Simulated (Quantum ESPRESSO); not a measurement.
# Pb (Lead): phonons by linear response

How does Pb (Lead) vibrate, and is this structure a minimum?

Main program and level: Quantum ESPRESSO 7.5; DFT PBE, scalar-relativistic, plane waves, PseudoDojo norm-conserving pseudopotentials.

**1. The structure**

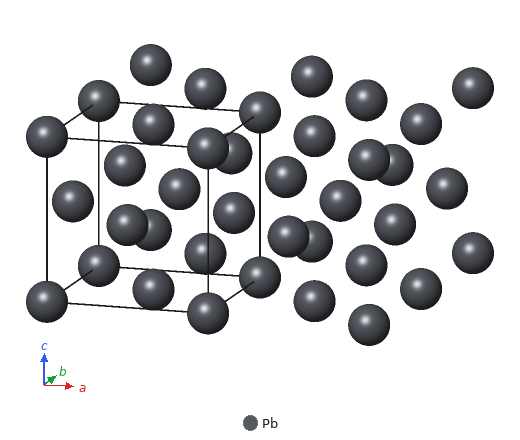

The starting structure, seen slightly off an axis (lead dark grey). 2×2×1 cells are drawn. This picture shows the conventional cell, with its axes. Some periodic images of atoms are drawn too.

As a file:

```
Pb
1.0
    -2.47502    0.00000    2.47502
     0.00000    2.47502    2.47502
    -2.47502    2.47502    0.00000
Pb
1
Cartesian
  0.0000 0.0000 0.0000
```

**2. A probe with smearing**

A cheap run with smearing and empty bands tells whether the crystal has a gap, which decides between fixed occupations and smearing later on.

Input file probe.in:

```
&CONTROL
  calculation = 'scf'
  prefix      = 'x'
  outdir      = './tmp'
  pseudo_dir  = './pseudo'
  tprnfor     = .true.
  tstress     = .true.
  verbosity   = 'high'
/
&SYSTEM
  ibrav       = 2
  celldm(1)   = 9.35421991
  nat         = 1
  ntyp        = 1
  ecutwfc     = 68.0
  occupations = 'smearing'
  smearing    = 'gaussian'
  degauss     = 0.01
/
&ELECTRONS
  conv_thr         = 1.0d-07
  mixing_beta      = 0.7
  electron_maxstep = 100
/
ATOMIC_SPECIES
 Pb    207.2000  Pb.upf
ATOMIC_POSITIONS crystal
 Pb     0.000000000   0.000000000   0.000000000
K_POINTS automatic
 6 6 6 0 0 0
```

On the command line:

```console
$ OMP_NUM_THREADS=1 mpirun -n 4 pw.x -nk 4 -in probe.in > probe.out
```

Log:

```text
[banners, grids, parts of the stress and lines that vanish by symmetry left out]
Program PWSCF v.7.5
     bravais-lattice index     =            2
     lattice parameter (alat)  =       9.3542  a.u.
[...]
kinetic-energy cutoff     =      68.0000  Ry
     charge density cutoff     =     272.0000  Ry
     scf convergence threshold =      1.0E-07
[...]
Exchange-correlation= PBE
                           (   1   4   3   4   0   0   0)
[...]
48 Sym. Ops., with inversion, found
[...]
(     0          1          0      )
                  (     0          0          1      )
[...]
(  0.0000000  1.0000000  0.0000000 )
                  (  0.0000000  0.0000000  1.0000000 )
[...]
(     1          0         -1      )
                  (     0          0         -1      )
[...]
(  1.0000000  0.0000000  0.0000000 )
                  (  0.0000000 -1.0000000  0.0000000 )
[...]
(     0          1         -1      )
                  (     0          1          0      )
[...]
( -1.0000000  0.0000000  0.0000000 )
                  (  0.0000000  1.0000000  0.0000000 )
[...]
number of k points=    16  Gaussian smearing, width (Ry)=  0.0100
[...]
End of self-consistent calculation
[...]
the Fermi energy is    11.5558 ev
!    total energy              =    -140.75772888 Ry
[...]
convergence has been achieved in   4 iterations
[...]
atom    1 type  1   force =     0.00000000    0.00000000    0.00000000
[...]
Total force =     0.000000     Total SCF correction =     0.000000
[...]
total   stress  (Ry/bohr**3)                   (kbar)     P=       33.35
[...]
XML data file, charge density, pseudopotentials, collected wavefunctions

   JOB DONE.
```

Wall time 1.7 s (4 MPI ranks of Arm Neoverse V1, shared host).

This step gave:

```yaml
volume_per_atom: 30.32 Å³
pressure: 3.335 GPa
gap_on_the_k_mesh: 0 eV
```

No gap opens on this mesh, so smearing is kept; the start stands at 3.3 GPa.

**3. Relaxing the cell and atoms**

The relaxation runs at a cutoff a fifth above that of the response, since stress converges more slowly with the basis than frequencies do. Forces and stress are brought to rest with tight thresholds.

Input file relax.in:

```
&CONTROL
  calculation   = 'vc-relax'
  prefix        = 'x'
  outdir        = './tmp'
  pseudo_dir    = './pseudo'
  tprnfor       = .true.
  tstress       = .true.
  forc_conv_thr = 2.0d-05
  etot_conv_thr = 1.0d-07
  nstep         = 40
/
&SYSTEM
  ibrav       = 2
  celldm(1)   = 9.35421991
  nat         = 1
  ntyp        = 1
  ecutwfc     = 82
  occupations = 'smearing'
  smearing    = 'mv'
  degauss     = 0.02
/
&ELECTRONS
  conv_thr         = 1.0d-11
  mixing_beta      = 0.7
  electron_maxstep = 100
/
&IONS
/
&CELL
  press_conv_thr = 0.2
/
ATOMIC_SPECIES
 Pb    207.2000  Pb.upf
ATOMIC_POSITIONS crystal
 Pb     0.000000000   0.000000000   0.000000000
K_POINTS automatic
 12 12 12 0 0 0
```

On the command line:

```console
$ OMP_NUM_THREADS=1 mpirun -n 4 pw.x -nk 4 -in relax.in > relax.out
```

Log:

```text
[banners, grids, parts of the stress and lines that vanish by symmetry left out]
[banner, memory and clock lines left out]
Program PWSCF v.7.5

[...]
kinetic-energy cutoff     =      82.0000  Ry
     charge density cutoff     =     328.0000  Ry
     scf convergence threshold =      1.0E-11
[...]
energy convergence thresh.=      1.0E-07
     force convergence thresh. =      2.0E-05
     press convergence thresh. =      2.0E-01
     Exchange-correlation= PBE
                           (   1   4   3   4   0   0   0)
[...]
48 Sym. Ops., with inversion, found
[...]
number of k points=    72  Marzari-Vanderbilt smearing, width (Ry)=  0.0200
[...]
End of self-consistent calculation
[...]
the Fermi energy is    11.4806 ev
!    total energy              =    -140.76421377 Ry
[...]
convergence has been achieved in   7 iterations
[...]
atom    1 type  1   force =     0.00000000    0.00000000    0.00000000
     Total force =     0.000000     Total SCF correction =     0.000000
[...]
total   stress  (Ry/bohr**3)                   (kbar)     P=       26.79
[...]
number of bfgs steps    =   0
[...]
CELL_PARAMETERS (alat=  9.35421991)
[...]
ATOMIC_POSITIONS (crystal)
Pb               0.0000000000        0.0000000000        0.0000000000
[...]
New effective cutoffs (rho, wfc):  323.70   81.26
[...]
End of self-consistent calculation
[...]
the Fermi energy is    11.2727 ev
!    total energy              =    -140.76465976 Ry
[...]
convergence has been achieved in   5 iterations
[...]
atom    1 type  1   force =     0.00000000    0.00000000    0.00000000
     Total force =     0.000000     Total SCF correction =     0.000000
[...]
total   stress  (Ry/bohr**3)                   (kbar)     P=       20.01
[...]
number of bfgs steps    =   1
[...]
CELL_PARAMETERS (alat=  9.35421991)
[...]
ATOMIC_POSITIONS (crystal)
Pb               0.0000000000        0.0000000000        0.0000000000
[...]
New effective cutoffs (rho, wfc):  320.49   80.45
[...]
End of self-consistent calculation
[...]
the Fermi energy is    11.0484 ev
!    total energy              =    -140.76500925 Ry
[...]
convergence has been achieved in   6 iterations
[...]
atom    1 type  1   force =     0.00000000    0.00000000    0.00000000
     Total force =     0.000000     Total SCF correction =     0.000000
[...]
total   stress  (Ry/bohr**3)                   (kbar)     P=       13.05
[...]
number of bfgs steps    =   2
[...]
CELL_PARAMETERS (alat=  9.35421991)
[...]
ATOMIC_POSITIONS (crystal)
Pb               0.0000000000        0.0000000000        0.0000000000
[...]
New effective cutoffs (rho, wfc):  315.78   79.27
[...]
End of self-consistent calculation
[...]
the Fermi energy is    10.7204 ev
!    total energy              =    -140.76527224 Ry
[...]
convergence has been achieved in   6 iterations
[...]
atom    1 type  1   force =     0.00000000    0.00000000    0.00000000
     Total force =     0.000000     Total SCF correction =     0.000000
[...]
total   stress  (Ry/bohr**3)                   (kbar)     P=        3.48
[...]
number of bfgs steps    =   3
[...]
CELL_PARAMETERS (alat=  9.35421991)
[...]
ATOMIC_POSITIONS (crystal)
Pb               0.0000000000        0.0000000000        0.0000000000
[...]
New effective cutoffs (rho, wfc):  314.05   78.83
[...]
End of self-consistent calculation
[...]
the Fermi energy is    10.6011 ev
!    total energy              =    -140.76529422 Ry
[...]
convergence has been achieved in   6 iterations
[...]
atom    1 type  1   force =     0.00000000    0.00000000    0.00000000
     Total force =     0.000000     Total SCF correction =     0.000000
[...]
total   stress  (Ry/bohr**3)                   (kbar)     P=        0.18
[...]
number of bfgs steps    =   4
[...]
CELL_PARAMETERS (alat=  9.35421991)
[...]
ATOMIC_POSITIONS (crystal)
Pb               0.0000000000        0.0000000000        0.0000000000
[...]
New effective cutoffs (rho, wfc):  313.95   78.81
[...]
End of self-consistent calculation
[...]
the Fermi energy is    10.5946 ev
!    total energy              =    -140.76529428 Ry
[...]
convergence has been achieved in   4 iterations
[...]
atom    1 type  1   force =     0.00000000    0.00000000    0.00000000
     Total force =     0.000000     Total SCF correction =     0.000000
[...]
total   stress  (Ry/bohr**3)                   (kbar)     P=        0.00
[...]
bfgs converged in   6 scf cycles and   5 bfgs steps
[...]
End of BFGS Geometry Optimization
     Final enthalpy           =    -140.7652942785 Ry
     File ./tmp/x.bfgs deleted, as requested
[...]
CELL_PARAMETERS (alat=  9.35421991)
[...]
ATOMIC_POSITIONS (crystal)
Pb               0.0000000000        0.0000000000        0.0000000000
[...]
Final scf calculation at the relaxed structure.
[...]
kinetic-energy cutoff     =      82.0000  Ry
     charge density cutoff     =     328.0000  Ry
     scf convergence threshold =      1.0E-13
[...]
press convergence thresh. =      2.0E-01
     Exchange-correlation= PBE
                           (   1   4   3   4   0   0   0)
[...]
48 Sym. Ops., with inversion, found
[...]
number of k points=    72  Marzari-Vanderbilt smearing, width (Ry)=  0.0200
[...]
c_bands:  1 eigenvalues not converged
     c_bands:  1 eigenvalues not converged
     c_bands:  1 eigenvalues not converged
     c_bands:  1 eigenvalues not converged
     c_bands:  1 eigenvalues not converged
[...]
End of self-consistent calculation
[...]
the Fermi energy is    10.5946 ev
!    total energy              =    -140.76530107 Ry
[...]
convergence has been achieved in   8 iterations
[...]
atom    1 type  1   force =     0.00000000    0.00000000    0.00000000
     Total force =     0.000000     Total SCF correction =     0.000000
[...]
total   stress  (Ry/bohr**3)                   (kbar)     P=        0.01
[...]
XML data file, charge density, pseudopotentials, collected wavefunctions
```

Elapsed: 42 s, on 4 MPI ranks; 2.8 min of CPU time.

Relaxation path:

```tsv
step	energy less that of the first step (eV)	largest force (eV/Å)	pressure (GPa)	volume (Å³)
1	0.0000	0.0000	2.68	30.32
2	-0.0061	0.0000	2.00	30.74
3	-0.0108	0.0000	1.31	31.20
4	-0.0144	0.0000	0.35	31.90
5	-0.0147	0.0000	0.02	32.17
6	-0.0147	0.0000	0.00	32.18
7	-0.0148	0.0000	0.00	32.18
```

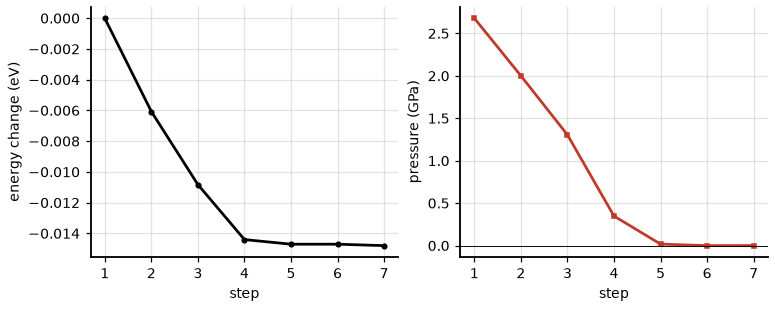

Energy and pressure along the relaxation.

```tsv
conventional cell, symmetrised	before	after	change
a (Å)	4.950	5.049	+2.0 %
b (Å)	4.950	5.049	+2.0 %
c (Å)	4.950	5.049	+2.0 %
volume (Å³/atom)	30.32	32.18	+6.1 %
```

Final coordinates:

```
Pb
1.0
    -2.52457    0.00000    2.52457
     0.00000    2.52457    2.52457
    -2.52457    2.52457    0.00000
Pb
1
Direct
  0.00000 0.00000 0.00000
```

The last row of the table of steps is pw.x's closing run on a basis chosen anew for the final cell, so its energy can jump.

This step gave:

```yaml
volume_per_atom: 32.18 Å³
pressure: 0.001 GPa
```

The volume changes by +6.1 % from the cell with which this run began.

**4. Self-consistent run for the response**

Perturbation theory inherits every error of the wavefunctions, so the threshold is set near the limit of the arithmetic. Smearing stays on, as the first look found no gap above 0.3 eV.

Input file scf.in:

```
&CONTROL
  calculation = 'scf'
  prefix      = 'x'
  outdir      = './tmp'
  pseudo_dir  = './pseudo'
  tprnfor     = .true.
  tstress     = .true.
/
&SYSTEM
  ibrav       = 2
  celldm(1)   = 9.5414759
  nat         = 1
  ntyp        = 1
  ecutwfc     = 68.0
  occupations = 'smearing'
  smearing    = 'mv'
  degauss     = 0.02
/
&ELECTRONS
  conv_thr         = 1.0d-12
  mixing_beta      = 0.7
  electron_maxstep = 100
/
ATOMIC_SPECIES
 Pb    207.2000  Pb.upf
ATOMIC_POSITIONS crystal
 Pb     0.000000000   0.000000000   0.000000000
K_POINTS automatic
 12 12 12 0 0 0
```

On the command line:

```console
$ OMP_NUM_THREADS=1 mpirun -n 4 pw.x -nk 4 -in scf.in > scf.out
```

Log:

```text
[banners, grids, parts of the stress and lines that vanish by symmetry left out]
[banner, memory and clock lines left out]
Program PWSCF v.7.5

[...]
kinetic-energy cutoff     =      68.0000  Ry
     charge density cutoff     =     272.0000  Ry
     scf convergence threshold =      1.0E-12
[...]
Exchange-correlation= PBE
                           (   1   4   3   4   0   0   0)
[...]
48 Sym. Ops., with inversion, found
[...]
number of k points=    72  Marzari-Vanderbilt smearing, width (Ry)=  0.0200
[...]
End of self-consistent calculation
[...]
the Fermi energy is    10.5946 ev
!    total energy              =    -140.76528287 Ry
[...]
convergence has been achieved in   8 iterations
[...]
atom    1 type  1   force =     0.00000000    0.00000000    0.00000000
     Total force =     0.000000     Total SCF correction =     0.000000
[...]
total   stress  (Ry/bohr**3)                   (kbar)     P=        0.07
[...]
XML data file, charge density, pseudopotentials, collected wavefunctions
```

Elapsed: 7.1 s, on 4 MPI ranks.

This step gave:

```
pressure : 0.007000 GPa
```

The cell stands at 0.0070 GPa, close enough for phonons.

[end of part 1 of 3]

[Host names and launcher messages were left out of these logs when they were recorded.]

[Logs are printed without paths, hosts, clocks, repeated set-up lines and the standing remarks that a program may print on its own settings, such as how far it seeks lower states.]

[Hosts, paths, dates, database ids (printed as entryN), source tags and the programs' standing remarks are cut or masked in the printed files.]
